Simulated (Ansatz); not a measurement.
**Single-point calculation, with input and output: C3H12GaP**

System: C3H12GaP.
Method: RKS PBE0-D4/def2-TZVPP (Ansatz 0.2.0).

The geometry comes from this level: PBE0-D4/def2-TZVP.

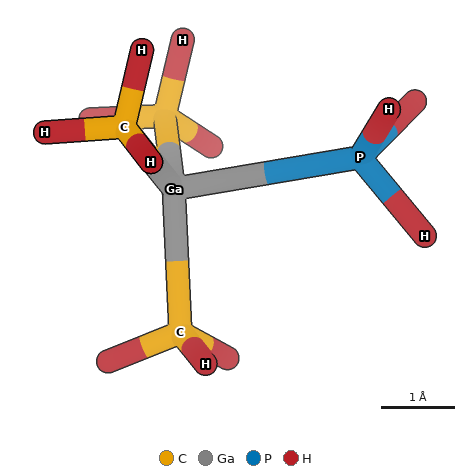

**Figure 1.** The structure (stick view, seen at a tilt). Sticks mark near contacts.

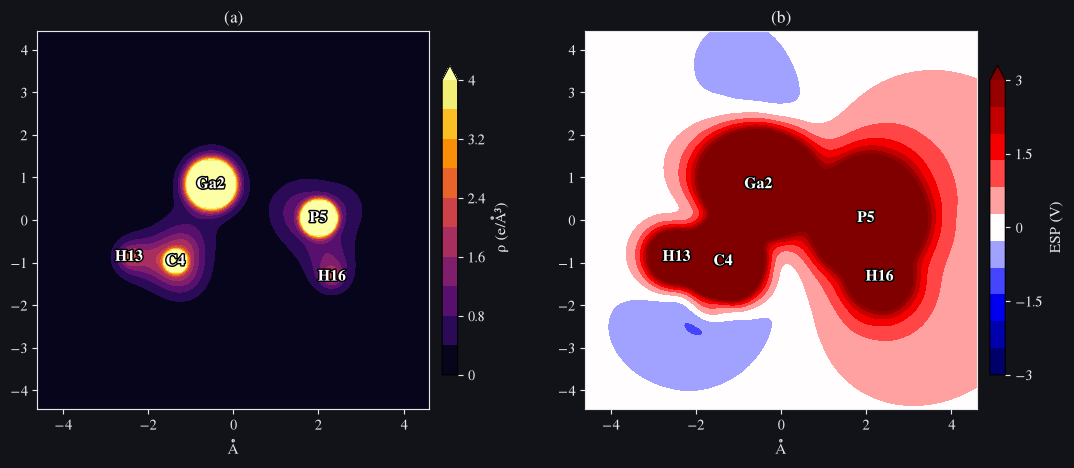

**Figure 2.** (a) total electron density; (b) molecular electrostatic potential on the plane of atoms Ga2, P5 and H16. Atoms in the plane: Ga, C, P and H. C–Ga (1.99 Å): ρ at the midpoint is about 0.75 e/Å³. C–H (1.09 Å): ρ is about 1.9 e/Å³ halfway.

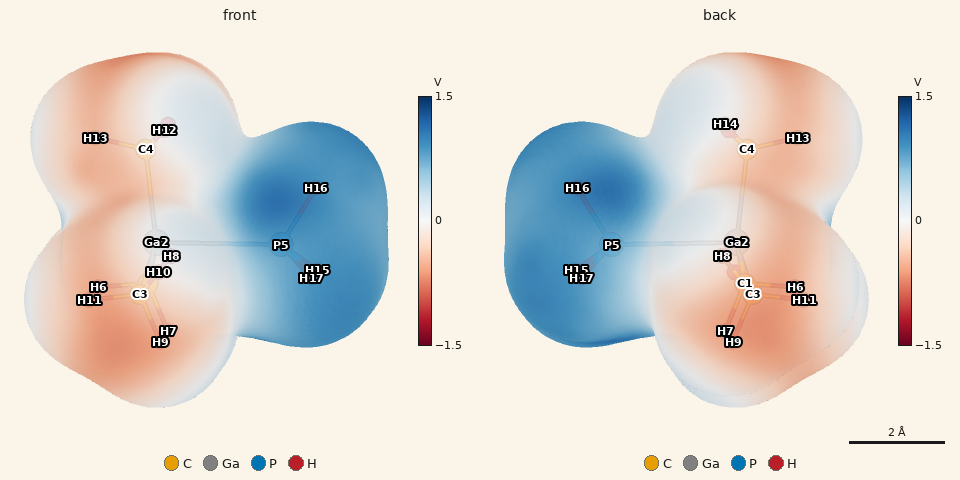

**Figure 3.** The molecular electrostatic potential painted on the density surface at 0.001 e/bohr³, seen at a tilt and from behind; the colour scale runs from red (negative) to blue (positive).

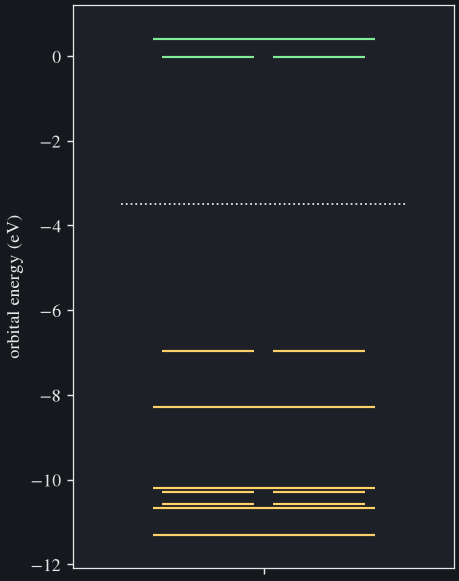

**Figure 4.** Orbital energies near the frontier; the dotted line parts filled from empty levels, and levels within 0.02 eV of each other stand side by side. Highest filled −6.97 eV, lowest empty −0.03 eV, 6.94 eV apart.

The input and output of the run follow.

## Input
```yaml
crystal:
  periodic: [false, false, false]
  atoms:
    - {symbol: C, position_ang: [-0.456394, 1.015169, -1.810885]}
    - {symbol: Ga, position_ang: [0.363499, -0.101007, -0.379755]}
    - {symbol: C, position_ang: [1.940063, 0.620673, 0.600382]}
    - {symbol: C, position_ang: [0.114713, -2.075487, -0.454778]}
    - {symbol: P, position_ang: [-1.440262, 0.393167, 1.501665]}
    - {symbol: H, position_ang: [0.154473, 0.947062, -2.716586]}
    - {symbol: H, position_ang: [-0.507696, 2.071235, -1.534450]}
    - {symbol: H, position_ang: [-1.462182, 0.678127, -2.073817]}
    - {symbol: H, position_ang: [1.830181, 1.681989, 0.836879]}
    - {symbol: H, position_ang: [2.134129, 0.078580, 1.529258]}
    - {symbol: H, position_ang: [2.832223, 0.519766, -0.025679]}
    - {symbol: H, position_ang: [0.335205, -2.557266, 0.501064]}
    - {symbol: H, position_ang: [0.800674, -2.498205, -1.195634]}
    - {symbol: H, position_ang: [-0.898118, -2.354192, -0.756077]}
    - {symbol: H, position_ang: [-2.538581, 1.238705, 1.229652]}
    - {symbol: H, position_ang: [-2.176011, -0.665886, 2.078155]}
    - {symbol: H, position_ang: [-1.044819, 1.007170, 2.710706]}
basis:
  gaussian: {orbitals: def2-TZVPP}
hamiltonian: {xc: pbe0, dispersion: d4}
output: {orbitals: {seedname: orbitals}}
```

Command:
```bash
ansatz run in.yaml --threads 4 --pin off --events-out ev --progress --plain --max-ram 11315MiB
```

## The program's output
```
Functional definition: PBE0
  name "PBE0"
  cite "Adamo & Barone, J. Chem. Phys. 110, 6158 (1999) doi:10.1063/1.478522"
  cite "Perdew, Burke & Ernzerhof, Phys. Rev. Lett. 77, 3865 (1996) doi:10.1103/PhysRevLett.77.3865"
  parent pbe
  parameter a = 0.25
  parameter kappa = 0.804
  parameter beta = 0.06672455060314922
  exchange = (1 - a)*pbe_x(kappa = kappa, mu = beta*pi^2/3) + a*exact_x
  correlation = pbe_c(beta = beta)
1961 factors; their error is unknown
mean field evaluation 1: about -64943.9880 eV, gradient 8.8e1 eV
mean field evaluation 2: about -64935.9760 eV, gradient 1.0e2 eV
mean field evaluation 4: about -64960.5732 eV, gradient 3.8e0 eV
mean field evaluation 8: about -64960.5955 eV, gradient 4.3e-2 eV
mean field evaluation 16: about -64960.7697 eV, gradient 4.6e-5 eV
mean field -64960.76974351 eV, -2387.2642560827 hartree, gradient 4.6e-5 eV, S^2 0.000000; 0 other end points of the search recorded, 0 dependent functions left out
reference -64960.76978650 eV, -2387.2642576626 hartree; 38, 38 occupied and 313, 313 virtual orbitals, 1961 factors
Total energy: -64961.10872149 eV, -2387.2767132937 hartree
```

## Key numbers

```json
{"quantity": "outcome", "value": "converged"}
{"quantity": "total energy", "value": "−64961.1087 eV"}
{"quantity": "mean-field energy", "value": "−64960.7698 eV"}
{"quantity": "dispersion energy", "value": "−0.3389 eV"}
{"quantity": "SCF solution under orbital rotations", "value": "stable"}
{"quantity": "HOMO", "value": "−6.97 eV"}
{"quantity": "LUMO", "value": "−0.03 eV"}
{"quantity": "hardware", "value": "4 threads of Arm Neoverse V2, 23 GiB of memory available, shared host"}
{"quantity": "wall time", "value": "7.5 s (CPU time 28 s)"}
{"quantity": "peak memory", "value": "1.4 GiB"}
```
